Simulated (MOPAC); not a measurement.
Energy landscape of HLi₂, doublet: collinear Li-H-Li surface. Scanned: Li-H distance and H-Li distance.

Computed with AM1, unrestricted, heats of formation (MOPAC).

Energy in kJ/mol above the lowest grid point; x is the Li-H distance (Å), y the H-Li distance (Å).

```csv
y \ x,1.36,1.45,1.60,1.76,1.90,2.01,2.25,2.39,2.58,3.04,3.37,4.06,4.64
4.64,105.0,78.1,64.1,76.9,101.6,126.0,185.3,213.8,240.7,272.1,280.8,286.5,288.0
3.75,101.7,74.8,60.9,73.6,98.3,122.7,181.9,211.5,239.2,269.1,277.8,283.8,284.9
3.22,94.9,68.0,54.0,66.7,91.3,115.5,174.6,203.9,235.7,269.8,270.3,276.2,277.6
2.95,88.2,61.3,47.3,59.8,84.2,108.4,167.1,196.7,223.5,264.5,266.4,267.0,268.1
2.72,80.1,53.1,38.9,51.2,75.5,99.5,157.6,186.9,212.5,248.5,251.3,253.6,254.1
2.46,68.0,40.8,26.3,38.2,62.1,85.7,142.6,169.5,201.3,211.0,220.4,224.2,225.1
2.23,56.0,28.4,13.3,24.6,47.9,71.0,122.5,133.2,145.3,165.1,172.5,178.9,180.5
2.05,48.0,20.0,4.2,14.7,37.3,59.7,81.4,90.6,101.9,120.6,127.8,134.0,135.6
1.84,46.0,17.1,0.1,9.3,21.0,24.7,38.1,46.7,57.3,75.3,82.3,88.4,89.9
1.72,52.7,23.2,5.0,7.0,5.4,8.5,21.1,29.4,39.7,57.4,64.3,70.3,71.8
1.60,69.7,39.2,57.6,2.5,0.0,2.6,14.5,22.4,32.5,49.9,56.7,62.6,64.1
1.48,102.4,70.7,32.6,14.0,10.6,12.7,23.8,31.5,41.3,58.4,65.1,71.1,72.6
1.36,188.9,113.8,69.7,49.6,45.2,46.7,57.0,64.4,73.9,90.8,97.5,103.5,105.0
```

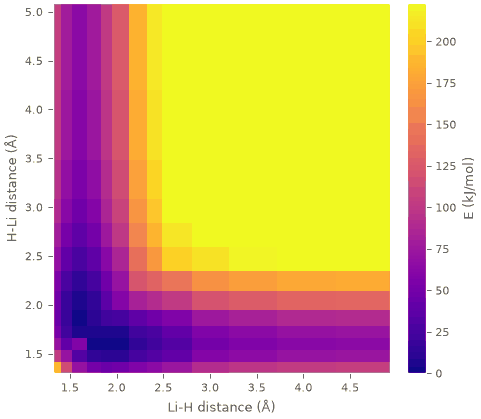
Figure: Energy surface, cut off at 223 kJ/mol.

Points that lie below all their neighbours on the grid: x = 1.90, y = 1.60 (0.0 kJ/mol); x = 1.60, y = 1.84 (0.1 kJ/mol). The lowest path on the grid from the first to the second passes x = 1.60, y = 1.72 at 5.0 kJ/mol.
